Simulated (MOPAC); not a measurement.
## Property calculation, with input and output: BSiHCl₄ (charge +1) (part 1 of 2)

BSiHCl₄, charge +1, multiplicity 2, computed with PM7, unrestricted, dispersion built in, COSMO solvent thf (MOPAC 23.2.5).

The geometry is that of the parent species in another charge or spin state. The geometry: force field.

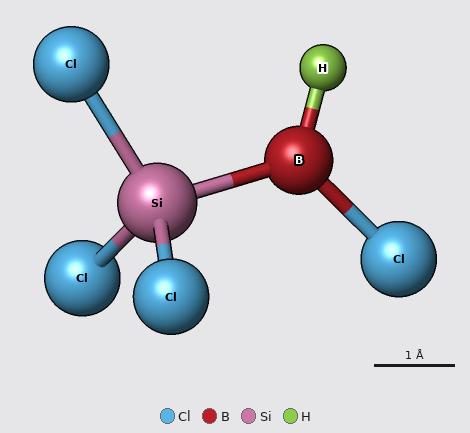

The input geometry (ball-and-stick view, seen at a tilt). Bond lengths as drawn: B–Cl 1.85 Å, B–H 1.21 Å, B–Si 1.96 Å and Cl–Si 2.01 to 2.11 Å.

Summary:

| quantity | value |
| --- | --- |
| outcome | converged |
| heat of formation | 78.58 kcal/mol |
| basis functions | 50 |
| ⟨S²⟩ | 0.755 |
| hardware | 1 thread of Arm Neoverse N1, 98 GiB of memory available, shared host |
| peak memory | 0.11 GiB |

MOPAC's energies along a path are heats of formation.

Input file (bcl4hsi.mop):
```
PM7 BONDS DENSITY PI RELSCF=0.01 CHARGE=1 1SCF UHF EPS=7.43 AUX(PRECISION=6) THREADS=1


Cl -0.34610 1 -2.26470 1  1.31240 1
B   0.59140 1 -0.95960 1  0.39390 1
Si -0.30190 1  0.63510 1 -0.31570 1
Cl -1.68080 1  0.08790 1 -1.67160 1
Cl  1.15270 1  1.82730 1 -1.28150 1
Cl -1.13570 1  1.71900 1  1.27440 1
H   1.78160 1 -1.11300 1  0.24220 1
```

File mol.sdf:
```

     RDKit          3D

  7  6  0  0  0  0  0  0  0  0999 V2000
   -0.3461   -2.2647    1.3124 Cl  0  0  0  0  0  0  0  0  0  0  0  0
    0.5914   -0.9596    0.3939 B   0  0  0  0  0  0  0  0  0  0  0  0
   -0.3019    0.6351   -0.3157 Si  0  0  0  0  0  4  0  0  0  0  0  0
   -1.6808    0.0879   -1.6716 Cl  0  0  0  0  0  0  0  0  0  0  0  0
    1.1527    1.8273   -1.2815 Cl  0  0  0  0  0  0  0  0  0  0  0  0
   -1.1357    1.7190    1.2744 Cl  0  0  0  0  0  0  0  0  0  0  0  0
    1.7816   -1.1130    0.2422 H   0  0  0  0  0  0  0  0  0  0  0  0
  2  1  1  0
  3  2  1  0
  4  3  1  0
  5  3  1  0
  6  3  1  0
  7  2  1  0
M  END
$$$$
```

Launch command:
```bash
obabel mol.sdf -omop -xk "PM7 BONDS DENSITY PI RELSCF=0.01 CHARGE=1 1SCF UHF EPS=7.43 AUX(PRECISION=6) THREADS=1" -O bcl4hsi.mop
mopac bcl4hsi.mop
```

The program's output:
```
MOPAC v23.2.5
PM7 CALCULATION RESULTS

 *  PM7        - The PM7 Hamiltonian to be used
 *  UHF        - UNRESTRICTED HARTREE-FOCK CALCULATION
 *
 *
 *
 *                 CHARGE ON SYSTEM = +1
 *
 *
 *
 *  EPS=7.43   - USE COSMO IMPLICIT SOLVATION MODEL
 *  1SCF       - DO 1 SCF AND THEN STOP
 *  THREADS=1  - MULTI-THREADING NOT USED
 *  RELSCF     - DEFAULT SCF CRITERION MULTIPLIED BY 0.0100
 *              (DEFAULT SCF CRITERION = 0.00010)
 *  AUX        - OUTPUT AUXILIARY INFORMATION
 *  DENSITY    - FINAL DENSITY MATRIX TO BE PRINTED
 *  BONDS      - FINAL BOND-ORDER MATRIX TO BE PRINTED
 *  PI         - BONDS MATRIX, SPLIT INTO SIGMA-PI-DELL COMPONENTS, TO BE PRINTED
PM7 BONDS DENSITY PI RELSCF=0.01 CHARGE=1 1SCF UHF EPS=7.43 AUX(PRECISION=6) THREADS=1

   ATOM   CHEMICAL          X               Y               Z
  NUMBER   SYMBOL      (ANGSTROMS)     (ANGSTROMS)     (ANGSTROMS)

     1      Cl         -0.34610000  *  -2.26470000  *   1.31240000  *
     2       B          0.59140000  *  -0.95960000  *   0.39390000  *
     3      Si         -0.30190000  *   0.63510000  *  -0.31570000  *
     4      Cl         -1.68080000  *   0.08790000  *  -1.67160000  *
     5      Cl          1.15270000  *   1.82730000  *  -1.28150000  *
     6      Cl         -1.13570000  *   1.71900000  *   1.27440000  *
     7       H          1.78160000  *  -1.11300000  *   0.24220000  *

          CARTESIAN COORDINATES

    NO.       ATOM           X           Y           Z

     1        Cl         -0.3461     -2.2647      1.3124
     2         B          0.5914     -0.9596      0.3939
     3        Si         -0.3019      0.6351     -0.3157
     4        Cl         -1.6808      0.0879     -1.6716
     5        Cl          1.1527      1.8273     -1.2815
     6        Cl         -1.1357      1.7190      1.2744
     7         H          1.7816     -1.1130      0.2422

           Empirical Formula: H Cl4 B Si  =     7 atoms

      MOLECULAR POINT GROUP   :   C1

          UHF CALCULATION, NO. OF ALPHA ELECTRONS =   18
                           NO. OF BETA  ELECTRONS =   17
  SCF CRITERION =    0.1000E-05

 -------------------------------------------------------------------------------
 PM7 BONDS DENSITY PI RELSCF=0.01 CHARGE=1 1SCF UHF EPS=7.43 AUX(PRECISION=6) THREADS=1

     1SCF WAS SPECIFIED, SO BFGS WAS NOT USED
     SCF FIELD WAS ACHIEVED

                              PM7 CALCULATION

          FINAL HEAT OF FORMATION =         78.57540 KCAL/MOL =     328.75947 KJ/MOL
          VAN DER WAALS AREA      =        166.85 SQUARE ANGSTROMS

          DIELECTRIC ENERGY       =         -2.57432 EV
          COSMO AREA              =        166.85 SQUARE ANGSTROMS
          COSMO VOLUME            =        168.64 CUBIC ANGSTROMS

          IONIZATION POTENTIAL    =         12.212694 EV
          ALPHA SOMO LUMO (EV)    =        -12.213 -3.256
          BETA  SOMO LUMO (EV)    =        -12.457 -6.223
          NO. OF ALPHA ELECTRONS  =         18
          NO. OF BETA  ELECTRONS  =         17
          MOLECULAR WEIGHT        =        181.7154         POINT GROUP:  C1

          MOLECULAR DIMENSIONS (Angstroms)

            Atom       Atom       Distance
           Cl     5   Cl     1     5.07141
            H     7   Cl     6     4.09821
            H     7   Cl     4     3.06965

          SCF CALCULATIONS        =          2

          WALL-CLOCK TIME         =      0.117 SECONDS
          COMPUTATION TIME        =      0.117 SECONDS

   ATOM   CHEMICAL          X               Y               Z
  NUMBER   SYMBOL      (ANGSTROMS)     (ANGSTROMS)     (ANGSTROMS)

     1      Cl         -0.34610000  *  -2.26470000  *   1.31240000  *
     2       B          0.59140000  *  -0.95960000  *   0.39390000  *
     3      Si         -0.30190000  *   0.63510000  *  -0.31570000  *
     4      Cl         -1.68080000  *   0.08790000  *  -1.67160000  *
     5      Cl          1.15270000  *   1.82730000  *  -1.28150000  *
     6      Cl         -1.13570000  *   1.71900000  *   1.27440000  *
     7       H          1.78160000  *  -1.11300000  *   0.24220000  *

                             CARTESIAN COORDINATES

   1   Cl       -0.346100000    -2.264700000     1.312400000
   2    B        0.591400000    -0.959600000     0.393900000
   3   Si       -0.301900000     0.635100000    -0.315700000
   4   Cl       -1.680800000     0.087900000    -1.671600000
   5   Cl        1.152700000     1.827300000    -1.281500000
   6   Cl       -1.135700000     1.719000000     1.274400000
   7    H        1.781600000    -1.113000000     0.242200000

           Empirical Formula: H Cl4 B Si  =     7 atoms

      MOLECULAR POINT GROUP   :   C1

          ALPHA EIGENVALUES
 -28.89901 -27.95232 -26.73083 -26.54664 -18.93180 -16.56827 -15.83427 -15.58011
 -15.16311 -14.92155 -14.13182 -13.75676 -13.37921 -13.24354 -12.89106 -12.76481
 -12.59334 -12.21269  -3.25635  -2.91153  -2.28784  -2.10661  -1.78598   1.57679
   2.68897  18.49024  18.51040  18.59589  18.83317  18.86362  61.56916  61.61384
  62.07643  62.36872  62.46507  66.85820  67.12618  67.20563  67.47137  67.76177
  67.77558  67.83411  68.28128  68.58331  68.77891  68.81735  68.87459  69.06903
  69.36629  69.65704

           BETA EIGENVALUES
 -27.96767 -26.68264 -26.52159 -25.31445 -18.51481 -16.41081 -15.67879 -15.55906
 -14.86251 -14.35762 -13.95878 -13.35476 -13.26480 -12.86689 -12.73934 -12.59115
 -12.45673  -6.22261  -3.24700  -2.86836  -2.19627  -2.09308  -1.63352   1.65647
   2.87378  18.53497  18.55562  18.64917  18.85290  18.88347  61.88802  62.13733
  62.14645  62.89137  62.89466  66.86317  67.13138  67.20897  67.47407  67.76771
  67.78414  67.84111  68.28686  68.59090  68.78135  68.82041  68.88118  69.07371
  69.37159  69.66157

              NET ATOMIC CHARGES AND DIPOLE CONTRIBUTIONS

  ATOM NO.   TYPE          CHARGE      No. of ELECS.   s-Pop       p-Pop       d-Pop
    1         Cl           0.429537        6.5705     1.98945     4.57857     0.00244
    2          B           0.453560        2.5464     0.82951     1.71693
    3         Si           0.317553        3.6824     0.85730     2.60743     0.21772
    4         Cl          -0.061686        7.0617     1.98036     5.07897     0.00236
    5         Cl          -0.156444        7.1564     1.98328     5.17091     0.00226
    6         Cl          -0.131992        7.1320     1.98313     5.14662     0.00225
    7          H           0.149474        0.8505     0.85053
 DIPOLE           X         Y         Z       TOTAL
 POINT-CHG.     3.636   -10.533     4.367    11.968
 HYBRID        -0.602     0.566    -0.054     0.828
 SUM            3.034    -9.967     4.314    11.276

                     DENSITY MATRIX IS

               S Cl  1   PX Cl  1   PY Cl  1   PZ Cl  1   X2 Cl  1   XZ Cl  1
 ------------------------------------------------------------------------------
  S Cl    1   1.989455
 PX Cl    1  -0.043531   1.325637
 PY Cl    1  -0.051224   0.127503   1.463716
 PZ Cl    1   0.037494   0.054270   0.232119   1.789217
 X2 Cl    1  -0.001100   0.006167  -0.010265   0.000281   0.000530
 XZ Cl    1  -0.001462  -0.008497  -0.002108   0.009704  -0.000075   0.000367
 Z2 Cl    1   0.000800  -0.005014  -0.006832  -0.008479   0.000063   0.000089
 YZ Cl    1  -0.001033  -0.002672  -0.009587   0.012122   0.000362   0.000272
 XY Cl    1   0.003290   0.012095   0.011003  -0.001809   0.000023  -0.000413
  S  B    2   0.068271   0.223574   0.331061  -0.231020  -0.005168  -0.014268
 PX  B    2  -0.044447   0.060826  -0.400005   0.283426   0.014417  -0.007830
 PY  B    2  -0.069286  -0.413900  -0.196574   0.395898  -0.008418   0.004653
 PZ  B    2   0.047451   0.291714   0.392820   0.084131   0.000468   0.000038
  S Si    3   0.000023  -0.060111   0.044259  -0.012038  -0.015939  -0.002372
 PX Si    3  -0.006878  -0.055955  -0.007297   0.018602  -0.000681  -0.003186
 PY Si    3   0.011393   0.111641  -0.040820   0.008991   0.006097   0.001658
 PZ Si    3  -0.005073  -0.049252   0.035089   0.008082  -0.005396  -0.000325
 X2 Si    3  -0.013621   0.001236  -0.047145   0.050539   0.000797   0.000304
 XZ Si    3  -0.001785   0.005128   0.005814   0.012686   0.000118  -0.000682
 Z2 Si    3  -0.001697   0.008609   0.004893   0.029079  -0.000928   0.000398
 YZ Si    3  -0.014769   0.001477  -0.073592   0.012499   0.001023   0.000967
 XY Si    3   0.003816  -0.001102   0.004509  -0.002590  -0.000393   0.002096
  S Cl    4   0.000148   0.004635  -0.003578   0.000777  -0.000378   0.000768
 PX Cl    4  -0.001843   0.038464  -0.023438   0.034907  -0.004820  -0.000845
 PY Cl    4  -0.002549  -0.054721   0.023940  -0.016305  -0.002536  -0.004829
 PZ Cl    4  -0.003168   0.024671  -0.034433   0.035306  -0.004104   0.004340
 X2 Cl    4  -0.000374   0.001779   0.001023   0.002273  -0.000196  -0.000084
 XZ Cl    4   0.000265   0.000958   0.004755  -0.004462  -0.000481  -0.000156
 Z2 Cl    4   0.000282  -0.001665   0.003781   0.000174  -0.000204   0.000043
 YZ Cl    4  -0.000930   0.001850  -0.003181   0.006947  -0.000077   0.000041
 XY Cl    4  -0.000317  -0.001326  -0.001322   0.004674  -0.000138   0.000068
  S Cl    5  -0.000660   0.003692  -0.003260   0.001056  -0.000483   0.000227
 PX Cl    5   0.004248   0.017701  -0.013415   0.002620   0.004443  -0.000586
 PY Cl    5  -0.004874  -0.053242  -0.014774   0.015407   0.002961   0.000191
 PZ Cl    5   0.001839   0.024877   0.007566  -0.015401  -0.002726   0.000452
 X2 Cl    5  -0.000018  -0.001660  -0.000544   0.001239  -0.000067   0.000128
 XZ Cl    5  -0.000043   0.000571  -0.001302   0.000723   0.000288  -0.000013
 Z2 Cl    5  -0.000036   0.000037  -0.000139   0.001121   0.000065   0.000063
 YZ Cl    5  -0.000079  -0.001352  -0.002537   0.000953   0.000252   0.000181
 XY Cl    5   0.000038  -0.000746   0.001767  -0.001040  -0.000409  -0.000033
  S Cl    6   0.000157   0.004203  -0.003041   0.000908  -0.001015   0.000048
 PX Cl    6  -0.000463   0.029739  -0.035857  -0.009072  -0.004790   0.000359

               S Cl  1   PX Cl  1   PY Cl  1   PZ Cl  1   X2 Cl  1   XZ Cl  1
 ------------------------------------------------------------------------------
 PY Cl    6   0.001503  -0.045182   0.067335   0.001091   0.010516  -0.000382
 PZ Cl    6   0.003756   0.016810   0.014667  -0.002314   0.002110  -0.000430
 X2 Cl    6  -0.000868   0.001252  -0.007674   0.000055   0.000179   0.000011
 XZ Cl    6   0.000056   0.000305  -0.000445   0.001177   0.000280   0.000061
 Z2 Cl    6  -0.000551  -0.000650  -0.004935  -0.000263  -0.000085   0.000034
 YZ Cl    6  -0.000251  -0.000542  -0.000070  -0.004015  -0.000398  -0.000059
 XY Cl    6  -0.000198  -0.003115  -0.005393   0.000014   0.000263   0.000165
  S  H    7  -0.003881   0.124665  -0.064018   0.009527   0.006666  -0.014056

              Z2 Cl  1   YZ Cl  1   XY Cl  1    S  B  2   PX  B  2   PY  B  2
 ------------------------------------------------------------------------------
 Z2 Cl    1   0.000190
 YZ Cl    1   0.000090   0.000748
 XY Cl    1  -0.000149  -0.000347   0.000604
  S  B    2  -0.005859  -0.020156   0.018618   0.829509
 PX  B    2  -0.003272   0.004668   0.007816   0.115616   0.931331
 PY  B    2  -0.000987  -0.002825  -0.004196   0.063320  -0.157404   0.559261
 PZ  B    2  -0.002122   0.002383   0.002198  -0.056116  -0.085144  -0.233413
  S Si    3  -0.003636  -0.019369   0.003630   0.366603  -0.177834   0.314028
 PX Si    3  -0.000377  -0.001740   0.005449   0.214545  -0.033780   0.223342
 PY Si    3  -0.000676   0.009643  -0.002717  -0.380666   0.255896  -0.336999
 PZ Si    3  -0.003620  -0.002232   0.001421   0.173347  -0.123592   0.192501
 X2 Si    3  -0.000639   0.001418  -0.000927  -0.044750   0.062641  -0.008156
 XZ Si    3  -0.000166  -0.000683   0.001235   0.041922   0.012306   0.014402
 Z2 Si    3  -0.000409   0.001507  -0.000666  -0.046998  -0.013930  -0.009649
 YZ Si    3   0.000975   0.000927  -0.001161  -0.069494   0.042192  -0.027529
 XY Si    3   0.000960   0.001139  -0.002360  -0.098373  -0.045672  -0.036116
  S Cl    4   0.000318  -0.000784  -0.000493  -0.020632   0.011756  -0.015019
 PX Cl    4   0.002745  -0.006180   0.000638  -0.012734  -0.016206  -0.030315
 PY Cl    4  -0.006138   0.003039   0.003214   0.059925  -0.021072   0.097947
 PZ Cl    4   0.000061  -0.009298  -0.004652  -0.006592  -0.000988  -0.022278
 X2 Cl    4  -0.000061  -0.000273   0.000121   0.006425  -0.000105   0.003880
 XZ Cl    4  -0.000109  -0.000716   0.000222   0.014924  -0.004282   0.006201
 Z2 Cl    4  -0.000079  -0.000173  -0.000058   0.002271  -0.003503   0.001892
 YZ Cl    4  -0.000072  -0.000034  -0.000053  -0.002492   0.001648   0.002154
 XY Cl    4  -0.000047  -0.000025  -0.000077  -0.003163  -0.000881   0.002427
  S Cl    5  -0.000145  -0.000456  -0.000397  -0.019032   0.006450  -0.017188
 PX Cl    5   0.000475   0.004250   0.000730  -0.036721   0.054038  -0.051312
 PY Cl    5   0.000264   0.003334   0.000015   0.057169   0.006768   0.003355
 PZ Cl    5  -0.000814  -0.002571   0.000228  -0.024193  -0.012137   0.017178
 X2 Cl    5   0.000009   0.000105  -0.000165  -0.007330  -0.004114  -0.000402
 XZ Cl    5   0.000050   0.000363  -0.000040  -0.004443   0.003602  -0.004277
 Z2 Cl    5   0.000009   0.000164  -0.000035  -0.003244  -0.000383  -0.000728
 YZ Cl    5   0.000150   0.000442  -0.000235  -0.013082  -0.002055  -0.004942
 XY Cl    5  -0.000058  -0.000426   0.000033   0.005615  -0.005601   0.005493
  S Cl    6  -0.000409  -0.000024  -0.000619  -0.018917   0.009525  -0.018133
 PX Cl    6  -0.001228  -0.000913   0.003332  -0.018504   0.007204   0.011165
 PY Cl    6   0.006826   0.000687   0.005195   0.036762  -0.030022   0.006229
 PZ Cl    6  -0.000373   0.007688  -0.000413  -0.033847   0.020270  -0.044379
 X2 Cl    6   0.000056   0.000180  -0.000021  -0.004415   0.003937  -0.000912
 XZ Cl    6   0.000053   0.000347  -0.000108  -0.006111   0.001910  -0.004543
 Z2 Cl    6   0.000002  -0.000101  -0.000080  -0.002364  -0.000137   0.001215
 YZ Cl    6  -0.000092  -0.000535   0.000050   0.008683  -0.003485   0.005312
 XY Cl    6   0.000138   0.000357  -0.000246  -0.011304   0.000849  -0.003825
  S  H    7  -0.005460  -0.009351   0.016432   0.584401   0.711120  -0.076566

              PZ  B  2    S Si  3   PX Si  3   PY Si  3   PZ Si  3   X2 Si  3
 ------------------------------------------------------------------------------
 PZ  B    2   0.226339
  S Si    3  -0.137665   0.857301
 PX Si    3  -0.101161   0.037903   0.825050
 PY Si    3   0.180589  -0.098675  -0.065437   0.945503
 PZ Si    3  -0.001498   0.041788   0.039181  -0.070426   0.836877
 X2 Si    3   0.000397  -0.010356  -0.025905   0.032045  -0.032677   0.040588
 XZ Si    3  -0.010192   0.008866  -0.029895  -0.063518  -0.031555  -0.006596
 Z2 Si    3   0.023456  -0.003019  -0.030588   0.026141   0.002503  -0.004341
 YZ Si    3  -0.004704  -0.011239  -0.066296   0.038081   0.005819  -0.001130
 XY Si    3   0.023859  -0.012161  -0.005672   0.045704  -0.064220   0.001746
  S Cl    4   0.011506   0.111605  -0.048210  -0.008316  -0.047529   0.033556
 PX Cl    4  -0.047231   0.313548  -0.256900  -0.170932  -0.501433  -0.066948
 PY Cl    4   0.014104   0.145630  -0.174380   0.159433  -0.159367   0.090849
 PZ Cl    4  -0.032624   0.312024  -0.514151  -0.164452  -0.231501   0.079023
 X2 Cl    4  -0.002030   0.011408   0.004329  -0.004998  -0.005476   0.000478
 XZ Cl    4  -0.003338   0.026554  -0.001359  -0.005375  -0.001078  -0.000771
 Z2 Cl    4   0.000544   0.006078  -0.009157  -0.003093   0.008433   0.001101
 YZ Cl    4  -0.000154   0.008851  -0.005092   0.009237  -0.000258   0.001101
 XY Cl    4  -0.000115   0.009113  -0.000429   0.009311  -0.005091   0.000177
  S Cl    5   0.008173   0.101547   0.039649   0.042109  -0.030771   0.012537
 PX Cl    5   0.020266  -0.318227  -0.255840  -0.379416   0.298518   0.093716
 PY Cl    5   0.005674  -0.237086  -0.381908  -0.149433   0.279650  -0.142280
 PZ Cl    5   0.006720   0.201870   0.307800   0.285080  -0.008165   0.036568
 X2 Cl    5   0.001600   0.002889  -0.007955   0.009415  -0.001664  -0.000258
 XZ Cl    5   0.001328  -0.017019  -0.000863  -0.006520  -0.004603   0.000798
 Z2 Cl    5   0.001622  -0.006153   0.002448   0.002912   0.008380  -0.000627
 YZ Cl    5   0.002496  -0.015378  -0.006408   0.002297  -0.003652  -0.000788
 XY Cl    5  -0.002414   0.021076   0.001093  -0.000709  -0.007177  -0.000186
  S Cl    6   0.003038   0.101811  -0.027720   0.040378   0.043090  -0.008248
 PX Cl    6   0.049771   0.176327   0.047492   0.234838   0.298146  -0.077953
 PY Cl    6  -0.076266  -0.222774   0.237183  -0.094598  -0.389722  -0.086682
 PZ Cl    6   0.026592  -0.352329   0.305790  -0.391544  -0.345219   0.030549
 X2 Cl    6  -0.000865  -0.003852   0.005506   0.006744  -0.002265   0.000057
 XZ Cl    6   0.001970  -0.016645  -0.006322  -0.005773  -0.002200   0.001572
 Z2 Cl    6  -0.001551   0.010321  -0.006121   0.007898  -0.006899   0.000439
 YZ Cl    6  -0.003000   0.021831  -0.006578  -0.002414   0.003337   0.000943
 XY Cl    6   0.000511  -0.012516  -0.004401   0.002795  -0.005850   0.000639
  S  H    7  -0.099980   0.096066   0.087795  -0.059132   0.015261   0.014272

              XZ Si  3   Z2 Si  3   YZ Si  3   XY Si  3    S Cl  4   PX Cl  4
```
